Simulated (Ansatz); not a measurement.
# triplet SClO2F at 3 levels

Aim: a comparison of 3 runs (U-wB97X/def2-SVP, UB3LYP/6-31G*, UHSE06/def2-SVP) of triplet SClO2F. 

The calculation is run with Ansatz 0.2.0.

64 further runs of the same task are left out: 64 set aside as unsound or not needed.

**1. Starting point**

SClO2F: 5 atoms, total charge 0, spin state triplet. SMILES of the parent species: `O=S(=O)(F)Cl`. Geometry: relaxed at PBE0-D4/def2-TZVP. That shape belongs to the parent species and isn't relaxed for this state.

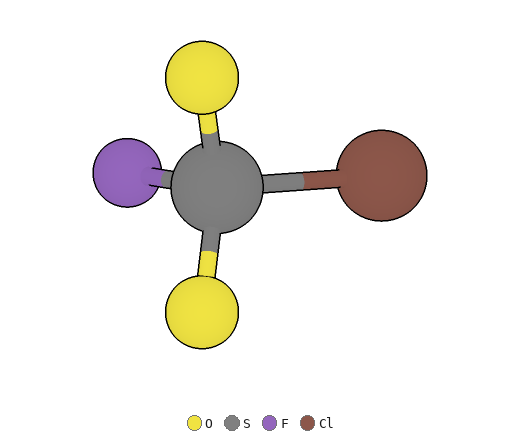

Viewed from a chosen angle; oxygen yellow, sulfur grey, fluorine purple, chlorine brown.

**2. The energy at U-wB97X/def2-SVP (run 1)**

Input file input.yaml:

```yaml
crystal:
  periodic: [false, false, false]
  atoms:
    - {symbol: O, position_ang: [-0.123540, -0.162690, 1.503010]}
    - {symbol: S, position_ang: [0.100210, -0.145140, 0.111160]}
    - {symbol: O, position_ang: [1.158000, -0.828940, -0.522160]}
    - {symbol: F, position_ang: [-1.214690, -0.608760, -0.568390]}
    - {symbol: Cl, position_ang: [0.080010, 1.745540, -0.523620]}
basis:
  gaussian: {orbitals: def2-SVP}
magnetization: {spin_polarized: true, initial_magnetization: 2}
hamiltonian: {xc: {name: wB97X}}
accuracy: high
output: {orbitals: {seedname: orbitals}}
```

The run is started by

```bash
$ ansatz run input.yaml --threads 1 --pin off --max-ram 3480MiB --events-out events.jsonl --progress --plain --runs-dir runs
```

Log:

```text
Warning: RAYON_NUM_THREADS=1 ignored (pool sized by the plan → 1); use --threads N
Functional definition: wB97X
  name "wB97X"
  parameter omega = 0.3/bohr
  parameter cx = 0.157706
  parameter cx1 = 0.726479
  parameter cx2 = 1.04760
  parameter cx3 = -5.70635
  parameter cx4 = 13.2794
  parameter css1 = -4.33879
  parameter css2 = 18.2308
  parameter css3 = -31.7430
  parameter css4 = 17.2901
  parameter cos1 = 2.37031
  parameter cos2 = -11.3995
  parameter cos3 = 6.58405
  parameter cos4 = -3.78132
  exchange = spin_sum(e_x_unif_sr(omega)*poly(b97_u_x, 1 - cx, cx1, cx2, cx3, cx4)) + cx*exact_x_sr(omega)
      + exact_x_lr(omega)
  correlation = spin_sum(e_c_pw_same_spin*poly(b97_u_same, 1, css1, css2, css3, css4))
      + integral(e_c_pw_opposite_spin*poly(b97_u_opposite, 1, cos1, cos2, cos3, cos4))
1568 factors; integrals over basis functions are off by at most 3.1e-9 eV
262 factors; integrals over basis functions are off by at most 2.1e-9 eV
mean field evaluation 1: about -30137.3015 eV, gradient 4.8e1 eV
mean field evaluation 2: about -30131.0649 eV, gradient 6.5e1 eV
mean field evaluation 4: about -30145.5646 eV, gradient 2.7e0 eV
mean field evaluation 8: about -30145.8415 eV, gradient 3.3e-1 eV
mean field evaluation 16: about -30145.8443 eV, gradient 7.3e-3 eV
mean field evaluation 32: about -30145.8443 eV, gradient 4.4e-4 eV
mean field evaluation 64: about -30145.7254 eV, gradient 7.0e-1 eV
mean field -30145.84432855 eV, -1107.8393454871 hartree, gradient 7.6e-8 eV, S^2 2.009333; 6 other end points of the search recorded, 0 dependent functions left out
reference -30145.84432732 eV, -1107.8393454418 hartree; 30, 28 occupied and 48, 50 virtual orbitals, 1568 factors
Total energy: -30145.84432732 eV, -1107.8393454418 hartree
```

Wall time 1.9 min (1 thread of Arm Neoverse V2, shared host); peak memory 0.73 GiB.

**3. The energy at UB3LYP/6-31G(d) (spherical functions) (run 2)**

Input file run.yaml:

```yaml
crystal:
  periodic: [false, false, false]
  atoms:
    - symbol: O
      position_ang: [-0.123540, -0.162690, 1.503010]
    - symbol: S
      position_ang: [0.100210, -0.145140, 0.111160]
    - symbol: O
      position_ang: [1.158000, -0.828940, -0.522160]
    - symbol: F
      position_ang: [-1.214690, -0.608760, -0.568390]
    - symbol: Cl
      position_ang: [0.080010, 1.745540, -0.523620]
basis:
  gaussian:
    orbitals: 6-31G_st_-spherical.json
magnetization:
  spin_polarized: true
  initial_magnetization: 2
hamiltonian:
  xc: {name: B3LYP}
accuracy: high
output: {orbitals: {seedname: orbitals}}
```

The basis set 6-31G* is read from a file made from the Basis Set Exchange's data (not shown).

The run is started by

```bash
$ ansatz run run.yaml --threads 1 --pin off --max-ram 3480MiB --events-out events.jsonl --progress --plain --runs-dir runs
```

Log:

```text
Warning: RAYON_NUM_THREADS=1 ignored (pool sized by the plan → 1); use --threads N
Functional definition: B3LYP
  name "B3LYP"
  parameter a0 = 0.2
  parameter ax = 0.72
  parameter ac = 0.81
  exchange = (1 - a0 - ax)*slater_x + ax*b88_x + a0*exact_x
  correlation = (1 - ac)*vwn_rpa_c + ac*lyp_c
1641 factors; integrals over basis functions are off by at most 3.9e-9 eV
mean field evaluation 1: about -30149.7092 eV, gradient 5.3e1 eV
mean field evaluation 2: about -30108.2726 eV, gradient 1.1e2 eV
mean field evaluation 4: about -30159.1540 eV, gradient 1.4e1 eV
mean field evaluation 8: about -30160.0278 eV, gradient 5.6e-1 eV
mean field evaluation 16: about -30160.3384 eV, gradient 1.2e-2 eV
mean field evaluation 32: about -30160.3384 eV, gradient 2.4e-6 eV
mean field -30160.33836937 eV, -1108.3719916628 hartree, gradient 7.3e-8 eV, S^2 2.006757; 4 other end points of the search recorded, 0 dependent functions left out
reference -30160.33839994 eV, -1108.3719927861 hartree; 30, 28 occupied and 48, 50 virtual orbitals, 1641 factors
Total energy: -30160.33839994 eV, -1108.3719927861 hartree
```

Wall time 19 s (1 thread of Arm Neoverse V2, shared host); peak memory 0.37 GiB.

**4. The energy at UHSE06/def2-SVP (run 3)**

Input file job.yaml:

```yaml
crystal:
  periodic: [false, false, false]
  atoms:
    - symbol: O
      position_ang: [-0.123540, -0.162690, 1.503010]
    - symbol: S
      position_ang: [0.100210, -0.145140, 0.111160]
    - symbol: O
      position_ang: [1.158000, -0.828940, -0.522160]
    - symbol: F
      position_ang: [-1.214690, -0.608760, -0.568390]
    - symbol: Cl
      position_ang: [0.080010, 1.745540, -0.523620]
basis:
  gaussian:
    orbitals: def2-SVP
accuracy: high
magnetization:
  spin_polarized: true
  initial_magnetization: 2
hamiltonian:
  xc: hse06
output:
  orbitals: {seedname: orbitals}
```

The run is started by

```bash
$ ansatz run job.yaml --threads 1 --pin off --max-ram 3480MiB --events-out events.jsonl --progress --plain --runs-dir runs
```

Log:

```text
Warning: RAYON_NUM_THREADS=1 ignored (pool sized by the plan → 1); use --threads N
Functional definition: HSE06
  name "HSE06"
  parameter a = 0.25
  parameter omega = 0.11/bohr
  exchange = pbe_x - a*pbe_x_sr(omega) + a*exact_x_sr(omega)
  correlation = pbe_c
1568 factors; integrals over basis functions are off by at most 3.1e-9 eV
71 factors; integrals over basis functions are off by at most 1.5e-9 eV
mean field evaluation 1: about -30122.6288 eV, gradient 5.1e1 eV
mean field evaluation 2: about -30082.5550 eV, gradient 1.1e2 eV
mean field evaluation 4: about -30131.5254 eV, gradient 1.4e1 eV
mean field evaluation 8: about -30132.3701 eV, gradient 6.0e-1 eV
mean field evaluation 16: about -30132.7572 eV, gradient 9.9e-3 eV
mean field evaluation 32: about -30132.7572 eV, gradient 2.4e-6 eV
mean field -30132.75716474 eV, -1107.3584010877 hartree, gradient 5.2e-8 eV, S^2 2.007734; 4 other end points of the search recorded, 0 dependent functions left out
reference -30132.75716614 eV, -1107.3584011391 hartree; 30, 28 occupied and 48, 50 virtual orbitals, 1568 factors
Total energy: -30132.75716614 eV, -1107.3584011391 hartree
```

It took 20 s on 1 thread of Arm Neoverse V2, shared host; peak memory 0.37 GiB.

**5. All runs side by side**

| run | level | energy (Eh) | HOMO energy (eV) | ⟨S²⟩ | wall time |
| --- | --- | --- | --- | --- | --- |
| 1 | U-wB97X/def2-SVP | -1107.839345 | -6.47 | 2.009 | 1.9 min |
| 2 | UB3LYP/6-31G* (spherical functions) | -1108.371993 | -4.02 | 2.007 | 19 s |
| 3 | UHSE06/def2-SVP | -1107.358401 | -3.66 | 2.008 | 20 s |

**6. Summary of results**

```
                                 quantity           value
                      run 3: total energy  -1107.35840 Eh
run 3: HOMO energy (highest over α and β)        -3.66 eV
                              run 3: ⟨S²⟩           2.008
```

In words: Totals of different functionals can't be ranked against each other. All runs together took 2.6 min, the longest 1.9 min.
